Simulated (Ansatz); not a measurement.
Where the default PAW files enter, the runs use the earlier of Ansatz's two default sets.

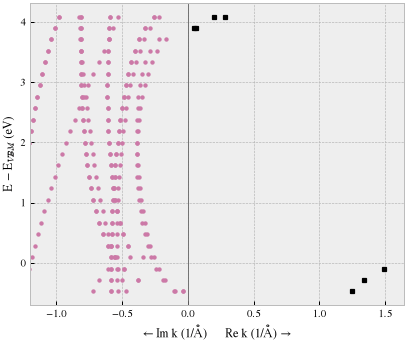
Figure: Complex bands at the centre of the two-dimensional zone; r2SCAN (Ansatz, a program for electronic structure)

The gap is the functional's own, uncorrected, and κ follows it; spin-orbit coupling is left out. Mid-gap values are interpolated between the computed energies.

Problem. This is ZrO2 (Fm-3m, fluorite, 3 atoms a cell, 11.0 Å³ an atom) along the normal of (110). Read off the slowest decay at the centre of the two-dimensional zone at 2.00 eV, the computed energy nearest the middle of the gap.

Solution. κ ≈ 0.38 1/Å, a decay length 1/(2κ) of the density of 1.3 Å.
